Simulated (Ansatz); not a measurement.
C₄H₄ClF: several calculations on one system

Part 1: Relaxation

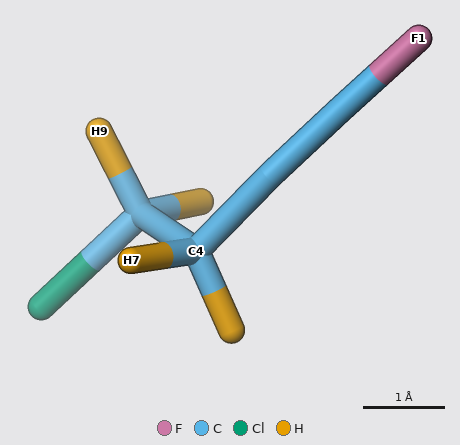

Starting structure of C4H4ClF. The picture is a stick view, seen from a free direction.

The run prepares an end point of a later path (hydrogen shift) calculation, from a guessed geometry.

Theory: Ansatz, RKS PBE/cc-pVDZ.

The input:
```yaml
crystal:
  periodic: [false, false, false]
  atoms:
    - { symbol: F, position_ang: [1.5488, -3.0102, 1.5138] }
    - { symbol: C, position_ang: [0.8733, -2.0102, 0.7972] }
    - { symbol: C, position_ang: [0.2873, -1.1476, 0.1562] }
    - { symbol: C, position_ang: [-0.2887, -0.0897, -0.6049] }
    - { symbol: C, position_ang: [-0.205, 1.2521, 0.0486] }
    - { symbol: Cl, position_ang: [-1.0385, 2.5346, -0.8791] }
    - { symbol: H, position_ang: [-1.3989, -0.351, -0.691] }
    - { symbol: H, position_ang: [0.089, -0.0527, -1.6232] }
    - { symbol: H, position_ang: [-0.6334, 1.2771, 1.1153] }
    - { symbol: H, position_ang: [0.8491, 1.5464, 0.17] }
basis:
  gaussian: { orbitals: cc-pVDZ }
hamiltonian:
  xc: pbe
relax:
  f_tol: 0.02
  max_steps: 50
output:
  orbitals: {}
```

Run as
```bash
ansatz run input.yaml --threads 2 --pin off --max-ram 3072MiB --backend cpu --events-out ev --progress --plain --runs-dir out
```

> What does the optimiser find from here?

After 5 geometry steps the energy has fallen by 39.1 kJ/mol. The largest force component goes from 2.8 to 0.0094 eV/Å. The largest move after the best rigid fit is that of F1, 0.094 Å. Largest moves by element: F 0.094 Å, C 0.059 Å, H 0.046 Å, Cl 0.033 Å. Near-neighbour distances that change, for instance: F1–C2 1.404 → 1.294 Å, C5–H9 1.150 → 1.106 Å, C3–C4 1.425 → 1.464 Å, C4–C5 1.495 → 1.534 Å. Among the angles between lasting bonds that change: C3–C4–H7 105.2° → 110.3°, H9–C5–H10 104.4° → 109.2°, C3–C4–C5 114.2° → 111.0°.

Step by step:

```csv
step,"E − E(0), kJ/mol","largest force component, eV/Å"
0,0.00,2.8080
1,-32.32,1.4002
2,-38.21,0.6968
3,-38.99,0.0546
4,-39.03,0.2256
5,-39.09,0.0094
```

Final geometry:

```xyz
10

F     1.5081   -2.9252    1.5083
C     0.9055   -2.0130    0.8162
C     0.3299   -1.1697    0.1498
C    -0.3429   -0.1135   -0.6088
C    -0.1869    1.2454    0.0858
Cl   -1.0204    2.5500   -0.8563
H    -1.4232   -0.3470   -0.7187
H     0.0757   -0.0507   -1.6356
H    -0.6400    1.2364    1.0949
H     0.8773    1.5360    0.1672
```

The end point in the same view:

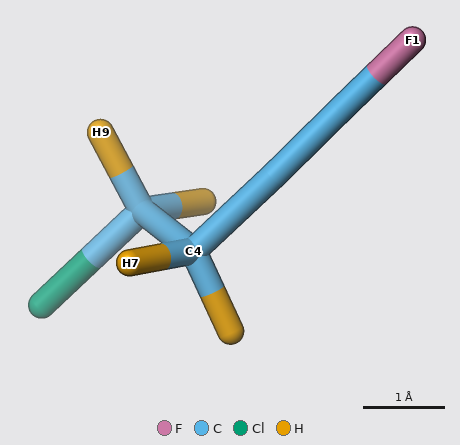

Part 2: Relaxation

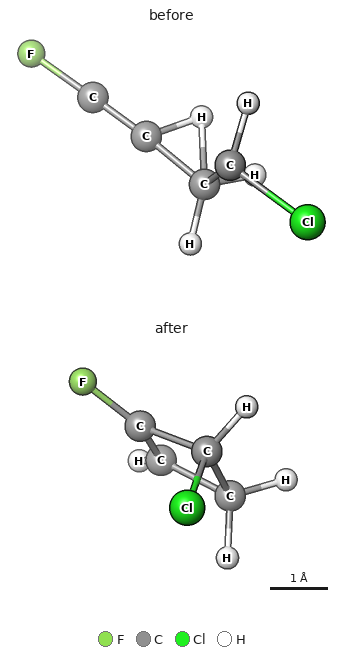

The structure of C4H4ClF before (top) and after (bottom) a relaxation, at one scale.

A ball-and-stick model, seen from a free direction.

The run prepares an end point of a later path (hydrogen shift) calculation, from a guessed geometry.

The calculation used RKS PBE/cc-pVDZ (Ansatz 0.2.0).

Input file:
```yaml
crystal:
  periodic: [false, false, false]
  atoms:
    - { symbol: F, position_ang: [1.5488, -3.0102, 1.5138] }
    - { symbol: C, position_ang: [0.8733, -2.0102, 0.7972] }
    - { symbol: C, position_ang: [0.2873, -1.1476, 0.1562] }
    - { symbol: C, position_ang: [-0.2887, -0.0897, -0.6049] }
    - { symbol: C, position_ang: [-0.205, 1.2521, 0.0486] }
    - { symbol: Cl, position_ang: [-1.0385, 2.5346, -0.8791] }
    - { symbol: H, position_ang: [-1.3989, -0.351, -0.691] }
    - { symbol: H, position_ang: [0.089, -0.0527, -1.6232] }
    - { symbol: H, position_ang: [-0.6334, 1.2771, 1.1153] }
    - { symbol: H, position_ang: [-0.78716, -1.0917, 0.33087] }
basis:
  gaussian: { orbitals: cc-pVDZ }
hamiltonian:
  xc: pbe
relax:
  f_tol: 0.02
  max_steps: 50
```

Launched with:
```bash
ansatz run input.yaml --threads 2 --pin off --max-ram 3072MiB --backend cpu --events-out ev --progress --plain --runs-dir out
```

> Describe what moved and what it gained.

After 24 geometry steps the energy has fallen by 7.720 eV. Largest force component: 5.2 eV/Å at the start, 0.01 eV/Å at the end. The atom that moves furthest after the best rigid fit is Cl6 (2.23 Å). Largest moves by element: Cl 2.23 Å, F 1.99 Å, H 1.74 Å, C 1.31 Å. Near-neighbour distances that change, for instance: C2–C5 3.516 → 1.500 Å, C4–H10 1.459 → 2.415 Å, C2–C4 2.647 → 2.073 Å, C3–C5 2.452 → 2.126 Å. New bonds form, among them: C2–C5 (3.52 → 1.50 Å). Bond angles that change, for instance: C2–C3–C4 175.2° → 92.0°, C4–C3–H10 69.5° → 133.2°, F1–C2–C3 179.1° → 134.6°. Groups turn about C4–C5 by about 55°. Cost: 54 s on 2 threads of AMD EPYC 7R13 Processor (Zen 3), with other jobs on the host, peak memory 0.17 GiB.

Part 3: Path

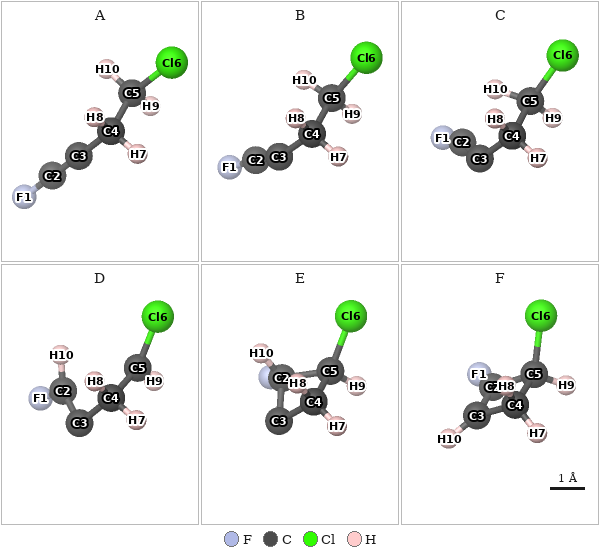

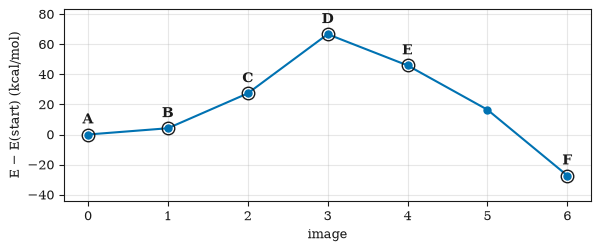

A search for the minimum-energy path of C4H4ClF by the nudged elastic band. Images are numbered from 0 (start) to 6 (end). Frames A to F are images 0, 1, 2, 3, 4, 6. Style: ball-and-stick. Shown from a free direction.

Theory: RKS PBE/cc-pVDZ in Ansatz 0.2.0. Settings: 5 movable images; climbing image; force threshold 0.05 eV/Å; iteration limit 60; starting path through a guess of the saddle point.

Question: Read off the barrier and say what moves.

Answer: The highest point, image 3, lies 66.7 kcal/mol above the start and 93.9 kcal/mol above the end; the end is at −27.3 kcal/mol relative to the start. Breaking: C5–H10 (1.11 → 2.41 at the top → 3.22 Å). Forming: C2–C5 (3.51 → 2.49 at the top → 1.50 Å), C3–H10 (2.76 → 2.20 at the top → 1.10 Å). The band converged in 31 iterations, with a climbing image at the top. At the top, the vibrational analysis gives one imaginary mode (250i cm⁻¹), as a transition state must have.

The run took 3.7 min on 2 threads of AMD EPYC 7R13 Processor (Zen 3), with other jobs on the host, peak memory 0.25 GiB.
